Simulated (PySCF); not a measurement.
# 2-chlorobenzaldehyde: runs on many settings

Aim: see how 2-chlorobenzaldehyde (`O=Cc1ccccc1Cl`) answers to the choice of functional, basis, grid and SCF options.

The runs use PySCF 2.14.0, with density-fitted response routines of our own; the level of theory stands in each step. All values are computed, except where a source is named. Atoms count from 0, in the outputs and in this text.

1 further run of the same task is left out (it didn't finish).

## Step 1: The starting structure

14 atoms, charge 0, multiplicity 1; geometry from: GFN2-xTB.

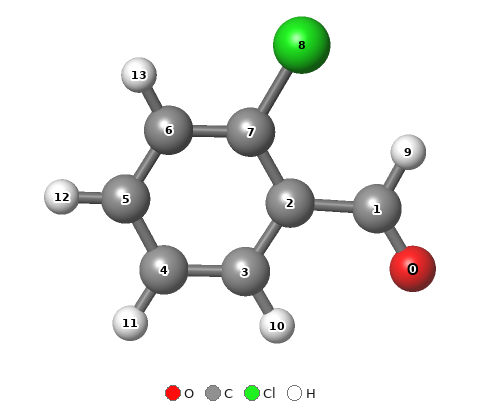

As it starts; oxygen red, carbon grey, chlorine green, hydrogen white, atoms numbered.

## Step 2: Nuclear shieldings: PBE0/STO-3G

What the job is given:

```
{"job": {"kind": "nmr", "xc": "PBE0", "basis": "STO-3G", "pop": false}, "charge": 0, "multiplicity": 1}
O      2.772354    -1.349896     0.734699
C      2.290905    -0.357028     0.252142
C      0.846478    -0.128757     0.089861
C     -0.040336    -1.118450     0.522243
C     -1.404252    -0.958114     0.396734
C     -1.908294     0.204291    -0.168550
C     -1.050780     1.199318    -0.605075
C      0.319698     1.035538    -0.477209
Cl     1.350669     2.302654    -1.034967
H      2.928418     0.468805    -0.109191
H      0.384099    -2.011197     0.957538
H     -2.075695    -1.731502     0.736353
H     -2.974266     0.339536    -0.271706
H     -1.439676     2.104330    -1.045040
```

Level: GIAO PBE0/STO-3G NMR shielding, non-relativistic, gas phase.

The run is started by

```console
$ OMP_NUM_THREADS=1 python probes_run.py task.json out
```

The driver reads the jobs from task.json and runs them one after another.

The log of the run:

```text
coarse grid: 13416 points
cycle   1  E = -795.2099924683  dE =  1.754e+00  |g| = 6.630e-01  |ddm| = 5.548e+00
cycle   2  E = -794.7661212860  dE =  4.439e-01  |g| = 1.473e+00  |ddm| = 2.464e+00
cycle   3  E = -795.3648854796  dE = -5.988e-01  |g| = 8.897e-02  |ddm| = 1.653e+00
cycle   4  E = -795.3664189148  dE = -1.533e-03  |g| = 5.809e-02  |ddm| = 1.669e-01
cycle   5  E = -795.3674062622  dE = -9.873e-04  |g| = 1.109e-02  |ddm| = 7.593e-02
cycle   6  E = -795.3674453167  dE = -3.905e-05  |g| = 3.339e-03  |ddm| = 1.676e-02
cycle   7  E = -795.3674482751  dE = -2.958e-06  |g| = 1.223e-03  |ddm| = 5.146e-03
final grid: 128272 points
cycle   8  E = -795.3129041397  dE =  8.576e-06  |g| = 9.350e-03  |ddm| = 2.066e-02
cycle   9  E = -795.3128427413  dE =  6.140e-05  |g| = 1.746e-02  |ddm| = 3.018e-02
cycle  10  E = -795.3129297245  dE = -8.698e-05  |g| = 1.040e-03  |ddm| = 1.957e-02
cycle  11  E = -795.3129300919  dE = -3.674e-07  |g| = 2.510e-04  |ddm| = 1.774e-03
cycle  12  E = -795.3129301151  dE = -2.315e-08  |g| = 3.106e-05  |ddm| = 3.984e-04
cycle  13  E = -795.3129301154  dE = -3.010e-10  |g| = 1.092e-05  |ddm| = 5.612e-05
converged SCF energy = -795.3129301154

GIAO shielding tensors (ppm)
atom      isotropic    diamagn.    paramagn.     s11        s22        s33       span
  0 O     -296.233     381.543    -677.776  -1106.664   -267.296    485.261   1591.925
  1 C      104.773     253.878    -149.105      9.984    134.781    169.556    159.572
  2 C      127.981     255.245    -127.264     60.413    102.490    221.040    160.627
  3 C      125.270     254.839    -129.568     51.700    102.786    221.325    169.625
  4 C      126.346     253.816    -127.470     49.495    105.527    224.018    174.523
  5 C      123.264     253.083    -129.819     44.771    104.016    221.003    176.232
  6 C      124.967     253.560    -128.594     51.591    109.861    213.447    161.856
  7 C      113.127     256.426    -143.299     68.192     94.395    176.795    108.603
  8 Cl     954.215    1127.491    -173.277    835.374   1000.734   1026.536    191.162
  9 H       22.040      29.190      -7.150     19.868     21.779     24.472      4.604
 10 H       24.865      32.154      -7.290     19.880     27.132     27.581      7.701
 11 H       25.531      30.497      -4.966     21.744     27.327     27.523      5.778
 12 H       25.384      29.929      -4.545     21.544     26.961     27.648      6.104
 13 H       25.418      30.768      -5.350     20.445     25.896     29.913      9.468
```

Wall time 5.5 s (1 thread of Intel Xeon Platinum 8488C, shared host); peak memory 0.41 GiB.

Shifts follow as δ = σ(reference) − σ, with reference shieldings (ppm) from runs at the same level and on the same kind of geometry: ¹H TMS 33.02, ¹³C TMS 236.2, ¹⁷O H2O 343.5. The references are single molecules in the gas phase, so shifts against H2O, NH3, PH3, H3PO4 or CFCl3 are not on the usual liquid scales and can be off by tens of ppm.

```csv
atoms,environment,σ (ppm),δ (ppm)
C1,aldehyde carbonyl carbon,104.8,131.4
C7,aromatic carbon bearing chlorine,113.1,123.0
C5,aromatic CH,123.3,112.9
C6,aromatic CH,125.0,111.2
C3,aromatic CH,125.3,110.9
C4,aromatic CH,126.3,109.8
C2,substituted aromatic carbon,128.0,108.2
H9,hydrogen on an aldehyde carbonyl carbon,22.04,10.98
H10,hydrogen on an aromatic CH,24.86,8.15
H12,hydrogen on an aromatic CH,25.38,7.63
H13,hydrogen on an aromatic CH,25.42,7.60
H11,hydrogen on an aromatic CH,25.53,7.49
O0,aldehyde oxygen,-296.2,639.7
Cl8,chlorine bonded to C,954,–
```

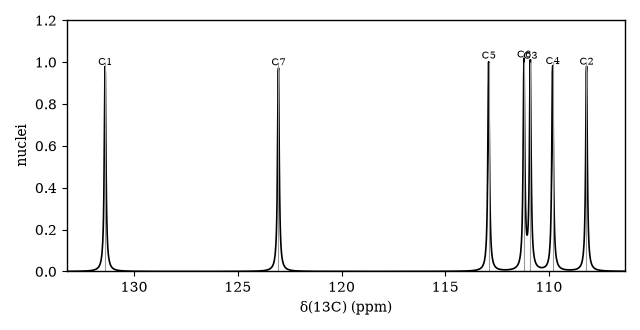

¹³C lines at the computed shifts, without couplings. Lines are broadened to a width of 0.09 ppm (Lorentzian).

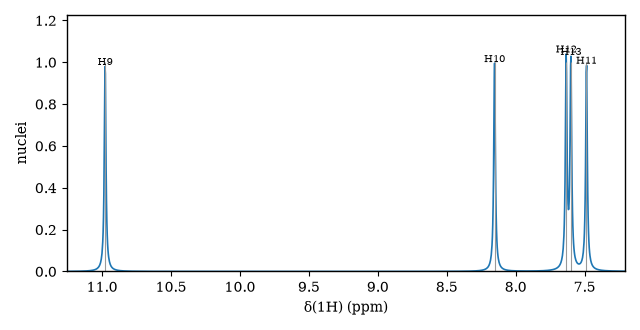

¹H lines at the computed shifts, without couplings. Lines are broadened to a width of 0.01 ppm (Lorentzian).

Ring of atoms C2, C3, C4, C5, C6, C7: NICS(0) -8.6, NICS(1) -9.3, NICS(1)zz -22.5 ppm (means of both faces).

## Step 3: NMR shieldings: PBE0/pcSseg-1

The job, as its differences from that of step 2:

```diff
@@ -1,2 +1,2 @@
-{"job": {"kind": "nmr", "xc": "PBE0", "basis": "STO-3G", "pop": false}, "charge": 0, "multiplicity": 1}
+{"job": {"kind": "nmr", "xc": "PBE0", "basis": "pcSseg-1", "pop": true, "scf": {"conv": 1e-11}}, "charge": 0, "multiplicity": 1}
 O      2.772354    -1.349896     0.734699
```

Method: GIAO PBE0/pcSseg-1 NMR shielding, non-relativistic, gas phase.

The log of the run:

```text
final grid: 128272 points
cycle   1  E = -804.4266697779  dE =  1.753e+00  |g| = 7.960e-01  |ddm| = 3.971e+00
cycle   2  E = -803.9500944605  dE =  4.766e-01  |g| = 1.722e+00  |ddm| = 3.553e+00
cycle   3  E = -804.5550443014  dE = -6.049e-01  |g| = 1.235e-01  |ddm| = 2.855e+00
cycle   4  E = -804.5579980108  dE = -2.954e-03  |g| = 6.635e-02  |ddm| = 2.160e-01
cycle   5  E = -804.5590014038  dE = -1.003e-03  |g| = 1.613e-02  |ddm| = 9.160e-02
cycle   6  E = -804.5590582575  dE = -5.685e-05  |g| = 4.835e-03  |ddm| = 2.195e-02
cycle   7  E = -804.5590624529  dE = -4.195e-06  |g| = 2.437e-03  |ddm| = 6.407e-03
cycle   8  E = -804.5590640271  dE = -1.574e-06  |g| = 4.913e-04  |ddm| = 3.209e-03
cycle   9  E = -804.5590640780  dE = -5.093e-08  |g| = 1.490e-04  |ddm| = 1.172e-03
cycle  10  E = -804.5590640830  dE = -4.985e-09  |g| = 4.197e-05  |ddm| = 1.703e-04
cycle  11  E = -804.5590640834  dE = -4.241e-10  |g| = 1.117e-05  |ddm| = 5.406e-05
cycle  12  E = -804.5590640834  dE = -2.751e-11  |g| = 4.127e-06  |ddm| = 1.568e-05
cycle  13  E = -804.5590640834  dE = -1.819e-12  |g| = 1.903e-06  |ddm| = 5.580e-06
converged SCF energy = -804.5590640834

GIAO shielding tensors (ppm)
atom      isotropic    diamagn.    paramagn.     s11        s22        s33       span
  0 O     -336.514     398.873    -735.388   -994.197   -420.411    405.064   1399.261
  1 C       -6.933     240.301    -247.234    -96.354    -20.276     95.832    192.186
  2 C       51.158     259.705    -208.548    -32.473     19.337    166.609    199.082
  3 C       50.264     250.489    -200.224    -55.339     21.922    184.210    239.549
  4 C       54.416     253.748    -199.333    -53.036     37.367    178.915    231.951
  5 C       45.977     254.050    -208.073    -65.441     30.008    173.363    238.804
  6 C       50.445     249.900    -199.455    -47.883     43.779    155.440    203.323
  7 C       35.827     252.407    -216.580    -49.940     34.527    122.894    172.834
  8 Cl     758.188    1146.797    -388.609    546.447    759.868    968.249    421.802
  9 H       20.922      27.606      -6.684     16.399     20.433     25.935      9.536
 10 H       23.239      31.871      -8.633     19.078     23.942     26.696      7.618
 11 H       24.057      30.390      -6.333     20.673     24.727     26.772      6.099
 12 H       23.928      29.789      -5.861     20.731     24.058     26.993      6.262
 13 H       24.011      30.463      -6.452     19.858     23.168     29.009      9.151
```

Run time: 36 s. Hardware: 1 thread of Intel Xeon Platinum 8488C, shared host; peak memory 0.83 GiB.

In short: δ C1 193.9, C7 151.1, C5 140.9, C3 136.7, H9 10.79, H10 8.48 ppm.

## Step 4: Shielding tensors: PBE/pcSseg-0

The job, as its differences from that of step 3:

```diff
@@ -1,2 +1,2 @@
-{"job": {"kind": "nmr", "xc": "PBE0", "basis": "pcSseg-1", "pop": true, "scf": {"conv": 1e-11}}, "charge": 0, "multiplicity": 1}
+{"job": {"kind": "nmr", "xc": "PBE", "basis": "pcSseg-0", "pop": false, "scf": {"conv": 1e-11}, "grid": 4}, "charge": 0, "multiplicity": 1}
 O      2.772354    -1.349896     0.734699
```

With the program's defaults for keys left out, this is: GIAO PBE/pcSseg-0 NMR shielding, non-relativistic, gas phase.

The log of the run:

```text
final grid: 335752 points
cycle   1  E = -803.1505782632  dE =  1.355e+00  |g| = 8.122e-01  |ddm| = 4.778e+00
cycle   2  E = -800.3729527435  dE =  2.778e+00  |g| = 2.796e+00  |ddm| = 3.979e+00
cycle   3  E = -803.1294419205  dE = -2.756e+00  |g| = 7.073e-01  |ddm| = 3.788e+00
cycle   4  E = -803.2842192591  dE = -1.548e-01  |g| = 1.726e-01  |ddm| = 1.063e+00
cycle   5  E = -803.2776990785  dE =  6.520e-03  |g| = 2.186e-01  |ddm| = 5.281e-01
cycle   6  E = -803.2919822930  dE = -1.428e-02  |g| = 4.906e-02  |ddm| = 3.531e-01
cycle   7  E = -803.2926298905  dE = -6.476e-04  |g| = 9.745e-03  |ddm| = 7.341e-02
cycle   8  E = -803.2926503454  dE = -2.045e-05  |g| = 5.072e-03  |ddm| = 1.708e-02
cycle   9  E = -803.2926571031  dE = -6.758e-06  |g| = 8.450e-04  |ddm| = 6.248e-03
cycle  10  E = -803.2926572073  dE = -1.041e-07  |g| = 6.424e-04  |ddm| = 1.850e-03
cycle  11  E = -803.2926573201  dE = -1.128e-07  |g| = 1.070e-04  |ddm| = 1.002e-03
cycle  12  E = -803.2926573235  dE = -3.392e-09  |g| = 3.282e-05  |ddm| = 2.165e-04
cycle  13  E = -803.2926573238  dE = -3.020e-10  |g| = 9.957e-06  |ddm| = 7.607e-05
cycle  14  E = -803.2926573238  dE = -1.683e-11  |g| = 6.554e-06  |ddm| = 1.437e-05
cycle  15  E = -803.2926573238  dE = -1.364e-11  |g| = 2.077e-06  |ddm| = 9.494e-06
cycle  16  E = -803.2926573238  dE =  6.366e-12  |g| = 6.896e-07  |ddm| = 3.442e-06
converged SCF energy = -803.2926573238

GIAO shielding tensors (ppm)
atom      isotropic    diamagn.    paramagn.     s11        s22        s33       span
  0 O     -401.605     398.857    -800.462  -1166.149   -452.242    413.577   1579.726
  1 C       -8.906     243.661    -252.567    -95.831    -27.065     96.179    192.010
  2 C       55.752     270.814    -215.062    -23.282     22.321    168.216    191.498
  3 C       53.253     257.634    -204.381    -47.692     22.607    184.844    232.536
  4 C       57.360     260.655    -203.295    -46.387     35.151    183.315    229.702
  5 C       49.907     260.972    -211.066    -56.744     28.915    177.549    234.293
  6 C       53.688     257.812    -204.124    -39.742     42.405    158.402    198.144
  7 C       35.330     272.942    -237.612    -40.565     24.982    121.573    162.138
  8 Cl     768.422    1143.650    -375.228    553.388    811.261    940.616    387.229
  9 H       21.820      26.602      -4.782     17.970     22.338     25.152      7.182
 10 H       24.854      31.478      -6.624     21.046     25.761     27.756      6.710
 11 H       25.756      30.027      -4.271     23.080     26.435     27.752      4.672
 12 H       25.627      29.449      -3.822     23.073     25.971     27.838      4.766
 13 H       25.794      30.269      -4.475     22.361     25.141     29.880      7.519
```

Wall time 35 s (1 thread of Intel Xeon Platinum 8488C, shared host); peak memory 0.5 GiB.

Key values: δ C1 200.0, C7 155.8, C5 141.2, C3 137.8, H9 11.31, H10 8.27 ppm.

## Step 5: NMR shieldings: PBE0/pcSseg-0

The job, as its differences from that of step 4:

```diff
@@ -1,2 +1,2 @@
-{"job": {"kind": "nmr", "xc": "PBE", "basis": "pcSseg-0", "pop": false, "scf": {"conv": 1e-11}, "grid": 4}, "charge": 0, "multiplicity": 1}
+{"job": {"kind": "nmr", "xc": "PBE0", "basis": "pcSseg-0", "pop": false}, "charge": 0, "multiplicity": 1}
 O      2.772354    -1.349896     0.734699
```

Method: GIAO PBE0/pcSseg-0 NMR shielding, non-relativistic, gas phase.

The log of the run:

```text
coarse grid: 13416 points
cycle   1  E = -803.1883354686  dE =  1.690e+00  |g| = 7.577e-01  |ddm| = 4.681e+00
cycle   2  E = -802.6957499769  dE =  4.926e-01  |g| = 1.723e+00  |ddm| = 3.619e+00
cycle   3  E = -803.3174450809  dE = -6.217e-01  |g| = 7.798e-02  |ddm| = 2.655e+00
cycle   4  E = -803.3182326235  dE = -7.875e-04  |g| = 6.104e-02  |ddm| = 1.768e-01
cycle   5  E = -803.3190388858  dE = -8.063e-04  |g| = 1.460e-02  |ddm| = 7.905e-02
cycle   6  E = -803.3190920424  dE = -5.316e-05  |g| = 4.685e-03  |ddm| = 2.438e-02
cycle   7  E = -803.3190962733  dE = -4.231e-06  |g| = 1.923e-03  |ddm| = 7.449e-03
final grid: 128272 points
cycle   8  E = -803.3133015565  dE = -1.693e-05  |g| = 7.517e-03  |ddm| = 2.687e-02
cycle   9  E = -803.3132690382  dE =  3.252e-05  |g| = 1.456e-02  |ddm| = 2.863e-02
cycle  10  E = -803.3133143181  dE = -4.528e-05  |g| = 1.513e-03  |ddm| = 1.898e-02
cycle  11  E = -803.3133148119  dE = -4.938e-07  |g| = 2.774e-04  |ddm| = 1.938e-03
cycle  12  E = -803.3133148313  dE = -1.948e-08  |g| = 9.361e-05  |ddm| = 5.041e-04
cycle  13  E = -803.3133148335  dE = -2.125e-09  |g| = 3.764e-05  |ddm| = 1.893e-04
cycle  14  E = -803.3133148339  dE = -3.986e-10  |g| = 3.653e-06  |ddm| = 5.716e-05
converged SCF energy = -803.3133148339

GIAO shielding tensors (ppm)
atom      isotropic    diamagn.    paramagn.     s11        s22        s33       span
  0 O     -420.328     399.635    -819.963  -1203.028   -485.744    427.788   1630.816
  1 C      -10.004     242.795    -252.799   -106.326    -28.458    104.772    211.099
  2 C       56.239     272.192    -215.953    -27.366     22.685    173.399    200.766
  3 C       53.624     257.901    -204.277    -53.087     21.837    192.121    245.208
  4 C       58.070     261.473    -203.403    -51.351     34.736    190.825    242.176
  5 C       50.365     261.826    -211.461    -62.240     27.761    185.574    247.813
  6 C       54.965     258.680    -203.715    -43.117     41.899    166.113    209.230
  7 C       39.110     272.918    -233.808    -47.001     31.982    132.348    179.349
  8 Cl     806.853    1143.741    -336.889    600.880    839.463    980.215    379.336
  9 H       21.900      26.333      -4.434     18.290     22.204     25.204      6.914
 10 H       24.662      31.264      -6.601     20.508     25.770     27.708      7.200
 11 H       25.690      29.971      -4.281     22.836     26.597     27.636      4.800
 12 H       25.558      29.434      -3.876     22.898     26.083     27.693      4.795
 13 H       25.727      30.226      -4.499     21.993     25.340     29.849      7.856
```

It took 9.7 s on 1 thread of Intel Xeon Platinum 8488C, shared host; peak memory 0.58 GiB.

This run: δ C1 205.8, C7 156.7, C5 145.5, C3 142.2, H9 11.39, H10 8.63 ppm.

## Step 6: Side by side: NMR shifts

Shifts (ppm) of some atoms, chosen among heavy atoms and hydrogens apart, with basis size and wall time:

| run | C1 | C7 | C5 | C2 | H9 | H10 | O0 | functions | time |
| --- | --- | --- | --- | --- | --- | --- | --- | --- | --- |
| PBE0/STO-3G | 131.4 | 123.0 | 112.9 | 108.2 | 10.98 | 8.15 | 639.7 | 54 | 5.5 s |
| PBE0/pcSseg-1 | 193.9 | 151.1 | 140.9 | 135.8 | 10.79 | 8.48 | 672.6 | 185 | 36 s |
| PBE/pcSseg-0 | 200.0 | 155.8 | 141.2 | 135.3 | 11.31 | 8.27 | 738.2 | 95 | 35 s |
| PBE0/pcSseg-0 | 205.8 | 156.7 | 145.5 | 139.6 | 11.39 | 8.63 | 760.9 | 95 | 9.7 s |

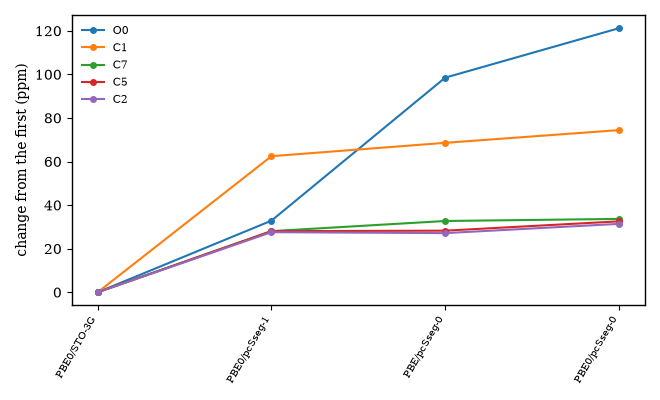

How five of the tabulated atoms move from run to run.

## Step 7: Results

| quantity | value |
| --- | --- |
| ¹³C shifts against TMS (PBE0/STO-3G) | 131.4, 123.0, 112.9, 111.2, 110.9, 109.8, 108.2 ppm |
| ¹H shifts against TMS (PBE0/STO-3G) | 10.98, 8.15, 7.63, 7.60, 7.49 ppm |
| ¹⁷O shifts against H2O (PBE0/STO-3G) | 639.7 ppm |
| shieldings of Cl (PBE0/STO-3G) | Cl8 954.2 ppm |
| range of the shift of O0 | 639.7 to 760.9 ppm |
| property runs in this session | 4, of which 0 failed and 1 gave unsound results |

Single values in the summary come from the first run of each kind that ended normally (PBE0/STO-3G), which need not be the best level. A minimal basis gives no usable values, so read them as a test of settings alone. At PBE0/STO-3G: The widest tensor belongs to O0: span 1592 ppm, with a paramagnetic part of -678 ppm. NICS(1)zz of -22 ppm above the planar ring from C2 marks a diatropic (aromatic) ring current. Among the atoms with a shift in every run: Across the 4 runs the shift of O0 moves most, between 639.7 (PBE0/STO-3G) and 760.9 ppm (PBE0/pcSseg-0). A minimal basis is unusable for shieldings, so that end is no result.
